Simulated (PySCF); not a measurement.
Molecule: SMILES [SiH3][SiH2][SiH3] (H8Si3). Atoms near the plane z = 0.0 Å, at the GFN2-xTB optimised geometry (x, y, z in Å): Si1 (2.0, -0.9, 0.0), Si2 (-0.3, -0.9, 0.0), Si3 (-1.3, 1.2, 0.0), H5 (2.6, -2.2, 0.0), H9 (-0.5, 2.2, 0.8), H11 (-2.6, 1.2, 0.6).

Level of theory: PySCF with B3LYP/def2-TZVP. Cells within 0.4 Å of a nucleus heavier than hydrogen are left out (blank, or x). The values are rescaled to run from 0 to 1.

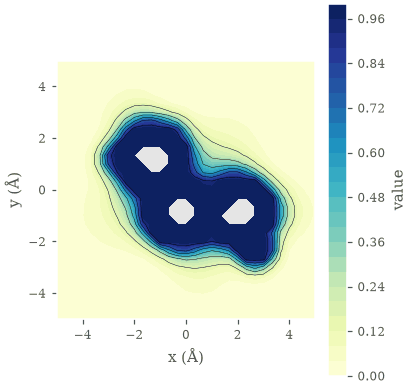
Fig. 1. a field on the plane z = 0.0 Å.

Q: Which quantity is mapped?
A. deformation density (molecule minus spherical neutral atoms)
B. electrostatic potential
C. electron localisation function
D. log10 of the electron density

A: B, electrostatic potential. In full: electrostatic potential (hartree/e), clipped to [-0.08, 0.12].
